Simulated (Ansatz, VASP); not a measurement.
## GaP in two plane-wave programs

Aim: how closely do two programs agree when they are given the same cell, functional and k mesh? The cell is taken from a series of VASP runs on this material, whose earlier steps may have relaxed, scaled or displaced it; both programs get it as it stands. Other levels of theory on this material are compared in a session of their own. Valence electrons are named where the data sets of a main pair hold unlike numbers.

Calculated with Ansatz 0.2.0; plane waves, with VASP 6.6.1 beside it; band structure at LDA.

## Step 1: The starting structure

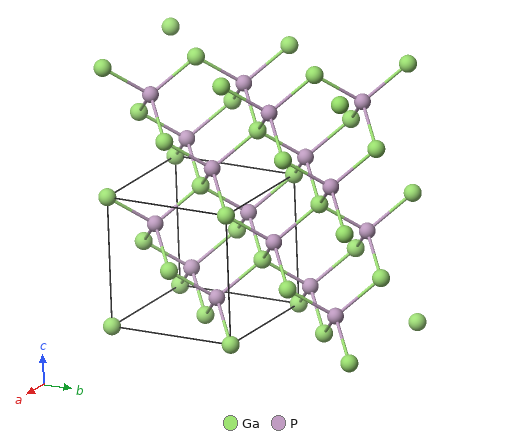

Start, viewed slightly off an axis; gallium green, phosphorus pink. 1×2×2 cells are drawn. This picture shows the conventional cell, with its axes. Bonds to atoms that aren't drawn are left out. Some periodic images of atoms are drawn too.

Coordinates:

```xyz
2
Lattice="0.0000 2.6958 2.6958 2.6958 0.0000 2.6958 2.6958 2.6958 0.0000" Properties=species:S:1:pos:R:3 pbc="T T T"
Ga    0.0000    0.0000    0.0000
P     4.0436    4.0436    4.0436
```

## Step 2: VASP: band structure, LDA

Levels along a path test the potential and the projectors away from the mesh points.

Lines of VASP's logs that name or quote its potential files are left out, and so is its time.

INCAR reads:

```
SYSTEM = GaP
PREC = Accurate
ENCUT = 350
EDIFF = 1E-06
NELM = 100
ISMEAR = 0
SIGMA = 0.03
LREAL = .FALSE.
ALGO = Normal
GGA = CA
NBANDS = 21
LORBIT = 11
LWAVE = .FALSE.
LCHARG = .FALSE.
KPAR = 4
LASPH = .TRUE.
```

POSCAR reads:

```
GaP
1.0
    0.0000000000      2.6957661112      2.6957661112
    2.6957661112      0.0000000000      2.6957661112
    2.6957661112      2.6957661112      0.0000000000
Ga P
1 1
Direct
    0.0000000000      0.0000000000      0.0000000000
    0.7500000000      0.7500000000      0.7500000000
```

KPOINTS reads:

```
Automatic mesh
0
Gamma
8 8 8
0 0 0
```

KPOINTS_OPT reads:

```
Line mode
10
Line-mode
Reciprocal
  0.00000000   0.00000000   0.00000000 GAMMA
  0.50000000   0.00000000   0.50000000 X

  0.50000000   0.00000000   0.50000000 X
  0.50000000   0.25000000   0.75000000 W

  0.50000000   0.25000000   0.75000000 W
  0.37500000   0.37500000   0.75000000 K

  0.37500000   0.37500000   0.75000000 K
  0.00000000   0.00000000   0.00000000 GAMMA

  0.00000000   0.00000000   0.00000000 GAMMA
  0.50000000   0.50000000   0.50000000 L

  0.50000000   0.50000000   0.50000000 L
  0.62500000   0.25000000   0.62500000 U

  0.62500000   0.25000000   0.62500000 U
  0.50000000   0.25000000   0.75000000 W

  0.50000000   0.25000000   0.75000000 W
  0.50000000   0.50000000   0.50000000 L

  0.50000000   0.50000000   0.50000000 L
  0.37500000   0.37500000   0.75000000 K

  0.62500000   0.25000000   0.62500000 U
  0.50000000   0.00000000   0.50000000 X
```

Potentials, in the order of the species: Ga_d and P (LDA family, release 64).

Launch:

```console
mpirun -np 4 vasp_std
```

Numbers of over 12 decimals in the logs are rounded to 6 here.

The log of the run:

```text
[banner, memory and clock lines left out]
running    4 mpi-ranks, on    1 nodes
 distrk:  each k-point on    1 cores,    4 groups
 distr:  one band on    1 cores,    1 groups

 POSCAR found type information on POSCAR GaP
 POSCAR found :  2 types and       2 ions
 LDA part: xc-table for (Slater(with rela. corr.)+CA(PZ))
 , standard interpolation
 POSCAR, INCAR and KPOINTS ok, starting setup
 FFT: planning ... GRIDC
 FFT: planning ... GRID_SOFT
 FFT: planning ... GRID
 WAVECAR not read
 entering main loop
       N       E                     dE             d eps       ncg     rms          rms(c)
DAV:   1     0.898000515818E+02    0.89800E+02   -0.67617E+03  1348   0.102E+03
DAV:   2    -0.209094759207E+01   -0.91891E+02   -0.85467E+02  1292   0.271E+02
DAV:   3    -0.106320522715E+02   -0.85411E+01   -0.84708E+01  1430   0.586E+01
DAV:   4    -0.107823583691E+02   -0.15031E+00   -0.15022E+00  1465   0.810E+00
DAV:   5    -0.107841423356E+02   -0.17840E-02   -0.17839E-02  1395   0.880E-01    0.449E+00
DAV:   6    -0.105059653494E+02    0.27818E+00   -0.23842E-01  1844   0.798E+00    0.291E+00
DAV:   7    -0.104554102632E+02    0.50555E-01   -0.67102E-02  1503   0.154E+00    0.106E+00
DAV:   8    -0.104507840978E+02    0.46262E-02   -0.10108E-02  1396   0.867E-01    0.247E-01
DAV:   9    -0.104507207914E+02    0.63306E-04   -0.92530E-04  1771   0.293E-01    0.606E-02
DAV:  10    -0.104507157445E+02    0.50468E-05   -0.46147E-05  1848   0.741E-02    0.276E-02
DAV:  11    -0.104507215782E+02   -0.58337E-05   -0.98840E-06  1432   0.326E-02    0.107E-02
DAV:  12    -0.104507213542E+02    0.22401E-06   -0.33165E-07   938   0.430E-03
   1 F= -.10450721E+02 E0= -.10450721E+02  d E =-.434053E-13
 Start KPOINTS_OPT (optional k-point list driver)
k-point batch [1-29\100]
       N       E                     dE             ncg
DAV:   1    -0.100149512050E+03   -0.14004E+05     1341
DAV:   2    -0.271982726114E+04   -0.26197E+04     1310
DAV:   3    -0.297797531505E+04   -0.25815E+03     1473
DAV:   4    -0.298258319956E+04   -0.46079E+01     1503
DAV:   5    -0.298263555225E+04   -0.52353E-01     1467
DAV:   6    -0.298263715936E+04   -0.16071E-02     1739
DAV:   7    -0.298263718287E+04   -0.23505E-04     1403
DAV:   8    -0.298263718377E+04   -0.90748E-06     1304
[...]
k-point batch [88-100\100]
       N       E                     dE             ncg
DAV:   1     0.813396243670E+04   -0.74189E+04      595
DAV:   2     0.694121749962E+04   -0.11927E+04      604
DAV:   3     0.683389147228E+04   -0.10733E+03      690
DAV:   4     0.683213230223E+04   -0.17592E+01      624
DAV:   5     0.683211081557E+04   -0.21487E-01      671
DAV:   6     0.683211007430E+04   -0.74127E-03      753
DAV:   7     0.683211007017E+04   -0.41232E-05      638
DAV:   8     0.683211006997E+04   -0.19912E-06      549
```

OUTCAR, selected parts (step 2):

```text
ion  position               nearest neighbor table
   1  0.000  0.000  0.000-   2 2.33   2 2.33   2 2.33   2 2.33
   2  0.750  0.750  0.750-   1 2.33   1 2.33   1 2.33   1 2.33

  LATTYP: Found a face centered cubic cell.
 ALAT       =     5.3915322224

 Subroutine GETGRP returns: Found 24 space group operations
 (whereof 24 operations were pure point group operations)

The static configuration has the point symmetry T_d .

 Found     29 irreducible k-points:

   k-points           NKPTS =     29   k-points in BZ     NKDIM =     29   number of bands    NBANDS=     21

   dimension x,y,z NGX =    24 NGY =   24 NGZ =   24
   dimension x,y,z NGXF=    48 NGYF=   48 NGZF=   48

   ENCUT  =  350.0 eV  25.72 Ry    5.07 a.u.   5.82  5.82  5.82*2*pi/ulx,y,z

   NELECT =      18.0000    total number of electrons

 k-points in reciprocal lattice and weights: Automatic mesh
   0.00000000  0.00000000  0.00000000       0.002
   0.12500000  0.00000000  0.00000000       0.016
   0.25000000  0.00000000  0.00000000       0.016
   0.37500000  0.00000000  0.00000000       0.016
   0.50000000  0.00000000  0.00000000       0.008
   0.12500000  0.12500000  0.00000000       0.012
   0.25000000  0.12500000  0.00000000       0.047
   0.37500000  0.12500000  0.00000000       0.047
   0.50000000  0.12500000  0.00000000       0.047
[...]
-0.37500000  0.50000000  0.12500000       0.023
  -0.25000000  0.50000000  0.25000000       0.012

 average (electrostatic) potential at core
       1 -66.2537       2 -84.3095

 E-fermi :   4.9864

 k-point     1 :       0.0000    0.0000    0.0000
  band No.  band energies     occupation
    ...
      5      -9.8003      2.00000
      6      -7.9129      2.00000
      7       4.8471      2.00000
      8       4.8471      2.00000
      9       4.8471      2.00000
     10       6.7550      0.00000
     11       8.6311      0.00000
     12       8.6311      0.00000
     13       8.6311      0.00000
     14      13.4874      0.00000
    ...

 k-point     2 :       0.1250    0.0000    0.0000
  band No.  band energies     occupation
    ...
      5      -9.8005      2.00000
      6      -7.7018      2.00000
      7       3.1706      2.00000
      8       4.6007      2.00000
      9       4.6007      2.00000
     10       7.3223      0.00000
     11       8.9992      0.00000
     12       8.9992      0.00000
     13       9.2724      0.00000
     14      14.0112      0.00000
    ...

 k-point     3 :       0.2500    0.0000    0.0000
  band No.  band energies     occupation
    ...
      5      -9.7991      2.00000
      6      -7.1013      2.00000
      7       0.8436      2.00000
      8       4.1437      2.00000
      9       4.1437      2.00000
     10       6.9640      0.00000
     11       9.5196      0.00000
     12       9.5196      0.00000
     13      11.2067      0.00000
     14      13.8118      0.00000
    ...

  Total       -0.0209369     -0.0209369     -0.0209369     -0.0000000      0.0000000      0.0000000
  in kB       -0.8561424     -0.8561424     -0.8561424     -0.0000000      0.0000000      0.0000000
  external PRESSURE =      -0.8561424 kB  Pullay stress =       0.0000000 kB

  energy-cutoff  :      350.00
  volume of cell :       39.18
      direct lattice vectors                 reciprocal lattice vectors
     0.000000000  2.695766111  2.695766111    -0.185476031  0.185476031  0.185476031
     2.695766111  0.000000000  2.695766111     0.185476031 -0.185476031  0.185476031
     2.695766111  2.695766111  0.000000000     0.185476031  0.185476031 -0.185476031

 POSITION                                       TOTAL-FORCE (eV/Angst)
 -----------------------------------------------------------------------------------
      0.00000      0.00000      0.00000         0.000000      0.000000      0.000000
      4.04365      4.04365      4.04365        -0.000000     -0.000000     -0.000000
 -----------------------------------------------------------------------------------
    total drift:                               -0.000001     -0.000001     -0.000002

  FREE ENERGIE OF THE ION-ELECTRON SYSTEM (eV)
  ---------------------------------------------------
  free  energy   TOTEN  =       -10.4507213542 eV

  energy  without entropy=      -10.4507213542  energy(sigma->0) =      -10.45072135

 total charge
# of ion       s       p       d       tot
------------------------------------------
    1        0.878   0.896  10.016  11.789
    2        1.023   1.534   0.000   2.557
--------------------------------------------------
tot          1.900   2.430  10.016  14.346

[... 3 further parts left out ...]
```

The run ends at a pressure of -0.09 GPa.

## Step 3: Ansatz: band structure, LDA

Ansatz runs on its default PAW (the set named soft_2) files.

The same cell, functional (in two slightly different forms), mesh and smearing now go to Ansatz, which takes its cutoff from its data sets.

input.yaml reads:

```yaml
crystal:
  lattice:
    - [0.0, 2.6957661112, 2.6957661112]
    - [2.6957661112, 0.0, 2.6957661112]
    - [2.6957661112, 2.6957661112, 0.0]
  atoms:
    - { symbol: Ga, position: [0.0, 0.0, 0.0] }
    - { symbol: P, position: [0.75, 0.75, 0.75] }
hamiltonian:
  xc: lda
  pseudopotentials: { kind: paw }
kpoints:
  mp_grid: { grid: [8, 8, 8] }
  band_path:
    path:
      - [0.0, 0.0, 0.0]
      - [0.16667, 0.0, 0.16667]
      - [0.33333, 0.0, 0.33333]
      - [0.44444, 0.0, 0.44444]
      - [0.5, 0.0, 0.5]
      - [0.5, 0.08333, 0.58333]
      - [0.5, 0.19444, 0.69444]
      - [0.5, 0.25, 0.75]
      - [0.45833, 0.29167, 0.75]
      - [0.40278, 0.34722, 0.75]
      - [0.375, 0.375, 0.75]
      - [0.20833, 0.20833, 0.41667]
      - [0.08333, 0.08333, 0.16667]
      - [0.0, 0.0, 0.0]
      - [0.22222, 0.22222, 0.22222]
      - [0.38889, 0.38889, 0.38889]
      - [0.51389, 0.47222, 0.51389]
      - [0.55556, 0.38889, 0.55556]
      - [0.61111, 0.27778, 0.61111]
      - [0.61111, 0.25, 0.63889]
      - [0.56944, 0.25, 0.68056]
      - [0.51389, 0.25, 0.73611]
      - [0.5, 0.27778, 0.72222]
      - [0.5, 0.38889, 0.61111]
      - [0.5, 0.47222, 0.52778]
      - [0.48611, 0.48611, 0.52778]
      - [0.43056, 0.43056, 0.63889]
      - [0.38889, 0.38889, 0.72222]
      - [0.59722, 0.19444, 0.59722]
      - [0.55556, 0.11111, 0.55556]
      - [0.5, 0.0, 0.5]
    npoints: 1
scf:
  occupations: { method: gaussian, width: 0.03 }
  n_extra_bands: 7
output:
  forces: true
  stress: true
  eigenvalues: true
```

Launch:

```console
ansatz run input.yaml --threads 2 --pin off --max-ram 4608MiB --backend cpu --events-out ev --progress --plain --runs-dir out
```

The log of the run:

```text
scf.n_extra_bands = 7 over 9 filled bands (N_el = 18.0): the run solves 16 bands
Engine: ansatz 0.2.0, x86_64-unknown-linux-gnu
Pseudopotentials: kind: paw
Pseudopotential: Ga, paw, valence charge 13, recommended cutoff 420 eV (normal), Ga.paw.azcp
Pseudopotential: P, paw, valence charge 5, recommended cutoff 420 eV (normal), P.paw.azcp
Functional definition: SPW92
  exchange = slater_x
  correlation = pw_c
Crystal: 2 atoms, lattice volume = 39.181 Å³
Basis set: ecut = 420 eV, 749 PW (Γ)
Bands: 16, of which v1, the nominal top of the filled ones, is band 9 counted from 1 (8 counted from 0)
Symmetry: 24 space group operations
Space group: F-43m (ITA 216), of the structure as read, at distance tolerance 3.4e-5 Å
k-points: 29 of 512 (time reversal used)
Non-local potential: Ga, projectors of the file, l = 0: 2, l = 1: 2, l = 2: 3, l = 3: 1
Non-local potential: P, projectors of the file, l = 0: 2, l = 1: 2, l = 2: 2
PAW form: soft (Blöchl's): semilocal exchange-correlation on the pseudo side does not see the compensation charge
PAW frozen core: Ga, regenerated for the run's functional, and the local potential with it (the file was generated under x = pbe(κ = 0.804, μ = 0.219515), c = pbe(β = 0.066725))
PAW frozen core: P, regenerated for the run's functional, and the local potential with it (the file was generated under x = pbe(κ = 0.804, μ = 0.219515), c = pbe(β = 0.066725))
PAW one-centre angular grid: Ga, 590 points (default); XC on 64 Gauss nodes
PAW one-centre angular grid: P, 110 points (default); XC on 64 Gauss nodes
Initial density: superposition of atomic densities (neutral atoms: chi_scale 0, normalization atom), corrected by the library's trained network
Initial wavefunctions: pseudopotential atomic-orbital guess
Functional: x = slater, c = lda
SCF iter   1: F=—  HF=-4433.771541 eV  |F-HF|=—  |Δ(HF+E_count)|=         —  Δρ=6.11e-3  dr2=1.59e-2  ethr=1.77e-3  ⟨swp⟩=6.6  Hψ=3046  notcnv=0
preconditioner: auto → none  [insulator: Δε(μ)=1.373 eV  Ē_g=18.193 eV  σ=0.030 eV  W_gap=1.00  n_scr=14 (ndim 8)  ℏωp=25.2 eV  f_vac=0.009  D(μ)=0.00/eV (n_scr^D=0)  ε∞_Penn≈2.9]
SCF iter   2: F=—  HF=-4433.766445 eV  |F-HF|=—  |Δ(HF+E_count)|=   5.10e-3  Δρ=3.64e-3  dr2=2.22e-3  ethr=8.83e-5  ⟨swp⟩=3.0  Hψ=942  notcnv=0  defer=69
SCF iter   3: F=—  HF=-4433.765698 eV  |F-HF|=—  |Δ(HF+E_count)|=   7.47e-4  Δρ=1.04e-3  dr2=3.29e-4  ethr=1.23e-5  ⟨swp⟩=2.0  Hψ=790  notcnv=0  defer=69
SCF iter   4: F=—  HF=-4433.765551 eV  |F-HF|=—  |Δ(HF+E_count)|=   1.48e-4  Δρ=3.75e-4  dr2=2.54e-5  ethr=1.83e-6  ⟨swp⟩=2.1  Hψ=661  notcnv=0  defer=69
SCF iter   5: F=—  HF=-4433.765543 eV  |F-HF|=—  |Δ(HF+E_count)|=   7.46e-6  Δρ=3.19e-5  dr2=2.38e-7  ethr=1.41e-7  ⟨swp⟩=2.8  Hψ=664  notcnv=0  defer=69
SCF iter   6: F=-4433.765543 eV  HF=-4433.765543 eV  |F-HF|=2.80e-8  |Δ(HF+E_count)|=   6.81e-8  Δρ=1.00e-5  dr2=2.30e-8  ethr=5.56e-10  ⟨swp⟩=9.8  Hψ=2575  notcnv=0
SCF 1 converged in 6 iterations: F = -4433.765543 eV  dr2 = 2.30e-8
  greatest PAW one-centre occupation: 0.994 electrons in one spin orbital (limit 2), on the Ga atom at site 0 (counted from 0), in its partial waves of l = 2
NSCF: frozen V_eff on 31 k-points
SCF converged after 6 iterations
Free energy (F): -4433.765543 eV
Harris-Foulkes:  -4433.765543 eV  (|F-HF|=2.80e-8)
Internal energy: -4433.765543 eV  (E = F + TS)
E sigma→0 (E₀):  -4433.765543 eV
Fermi energy:    7.975392 eV
--- Per-component energies (eV) ---
  E_band       = -58.389392
  E_kinetic    = 187.689148
  E_local      = -2183.972663  (includes V_loc(G=0)·N_el)
  E_nonlocal   = 462.042498
  E_hartree    = 1009.064319
  E_xc         = -130.658136
  E_vxc        = -120.344922  (∫ρ·V_xc dr)
  E_paw        = -2452.774929  (= ΣΔE_a)
  E_vpaw       = -421.927092  (= ΣTr[D̂ρ^β])
  E_aug_tail   = -0.000127  (compensation charges beyond the density's cutoff)
  E_ewald      = -1327.001485
  E_core_change = 1.845831  (= ΣΔE_core)
  E_smearing   = -0.000000  (= −TS)
  E_closure    = 0.000000  (closes the sum)
  Σ components = -4433.765543   (vs F -4433.765543, Δ=0.00e0)
--- Forces (eV/Å), atoms counted from 1 ---
  atom   1  Ga    -0.00000000     0.00000000     0.00000000
  atom   2  P      0.00000000    -0.00000000    -0.00000000
  max |Σ_I F_I| component: 7.40e-17 eV/Å
--- Stress (GPa, compression-positive) ---
       -0.016280      -0.000000      -0.000000
        0.000000      -0.016280       0.000000
       -0.000000       0.000000      -0.016280
  P = ⅓ Tr σ = -0.0163 GPa (-0.163 kbar)
--- Band table (eV; the first three rows and the last of 29) ---
  k-point 0: bands = [... 5 lower, -5.5094, 7.2599, 7.2599, 7.2599, 9.1398, 11.0370, 11.0370, 11.0370, ... 3 higher]
  k-point 1: bands = [... 5 lower, -5.2983, 5.5776, 7.0134, 7.0134, 9.7161, 11.4042, 11.4042, 11.6741, ... 3 higher]
  k-point 2: bands = [... 5 lower, -4.6983, 3.2497, 6.5563, 6.5563, 9.3611, 11.9231, 11.9231, 13.6062, ... 3 higher]
  k-point 28: bands = [... 5 lower, -2.2484, 0.4727, 3.4824, 3.6254, 11.8584, 12.1633, 13.2550, 13.3162, ... 3 higher]
```

The job ended after 2.4 s (2 threads of Intel Xeon Platinum 8488C (Sapphire Rapids), shared host; peak memory 0.33 GiB).

## Step 4: Comparison

Known differences besides the potentials themselves: the two LDA forms differ slightly; the cutoff is 420 eV in Ansatz and 350 eV in VASP; VASP's log shows a relativistic correction to its local exchange, Ansatz's none. Total energies have different zeros and are not compared.

Compared:

| quantity | Ansatz | VASP | difference |
| --- | --- | --- | --- |
| pressure (GPa) | -0.02 | -0.09 | +0.07 |
| gap over the path points (eV) | 1.387 | 1.387 | -0.001 |

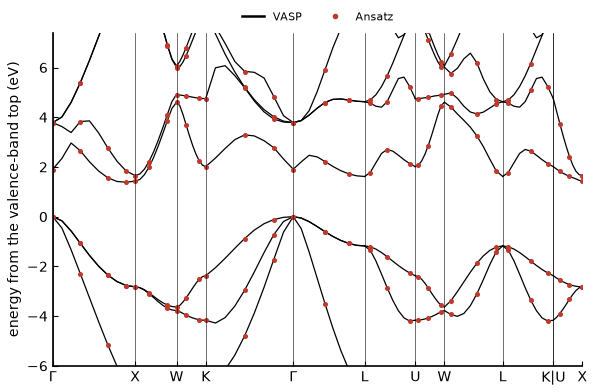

Bands from VASP (lines) and levels from Ansatz (dots). Dots without a line are higher empty bands that the VASP plot leaves out.

Levels at points of the path, from each program's valence-band top (eV; 3 filled, then empty):

| k (reciprocal lattice) | Ansatz | VASP |
| --- | --- | --- |
| 0.000 0.000 0.000 | 0.00 0.00 0.00 1.88 3.78 3.78 | 0.00 0.00 0.00 1.91 3.78 3.78 |
| 0.167 0.000 0.167 | -2.30 -1.07 -1.07 2.65 3.81 5.37 | -2.29 -1.07 -1.07 2.65 3.83 5.38 |
| 0.333 0.000 0.333 | -5.17 -2.35 -2.35 1.56 2.76 8.22 | -5.15 -2.35 -2.35 1.57 2.77 8.24 |
| 0.444 0.000 0.444 | -6.71 -2.77 -2.77 1.39 1.83 10.17 | -6.70 -2.77 -2.77 1.39 1.84 10.20 |
| 0.500 0.000 0.500 | -7.01 -2.83 -2.83 1.43 1.65 10.67 | -7.00 -2.82 -2.82 1.43 1.65 10.70 |
| 0.500 0.083 0.583 | -6.96 -3.10 -3.06 1.99 2.21 9.44 | -6.95 -3.10 -3.06 1.99 2.22 9.47 |
| 0.500 0.194 0.694 | -6.82 -3.68 -3.56 3.86 4.10 6.88 | -6.81 -3.68 -3.56 3.87 4.11 6.90 |
| 0.500 0.250 0.750 | -6.79 -3.78 -3.63 4.60 4.90 6.00 | -6.78 -3.78 -3.64 4.60 4.92 6.01 |
| 0.458 0.292 0.750 | -6.78 -3.96 -3.26 3.67 4.84 6.47 | -6.77 -3.96 -3.26 3.68 4.86 6.49 |
| 0.403 0.347 0.750 | -6.78 -4.14 -2.52 2.24 4.75 7.75 | -6.77 -4.14 -2.52 2.25 4.76 7.78 |

Among the levels compared at these points, filled levels agree within 11 meV and empty ones within 36 meV. Ansatz's pressure holds a Pulay correction of 0.05 GPa; VASP's holds none.

## Step 5: Outcome

```
largest difference of a filled level at the path points (band structure, LDA) : 11 meV
```

In words: The largest difference of a filled level at the path points is 11 meV (band structure, LDA), within the 80 meV picked in this series as the mark of a large difference. 6 further runs of this series are not shown here. How closely two codes agree says nothing of how well the functional describes the real material.

[Lines on the potential files, build, host, timing and source positions are cut from VASP's logs without a mark.]

[Logs are printed without paths, hosts, clocks, repeated set-up lines and the standing remarks that a program may print on its own settings, such as how far it seeks lower states.]

[Hosts, paths, dates, database ids (printed as entryN), source tags and the programs' standing remarks are cut or masked in the printed files.]
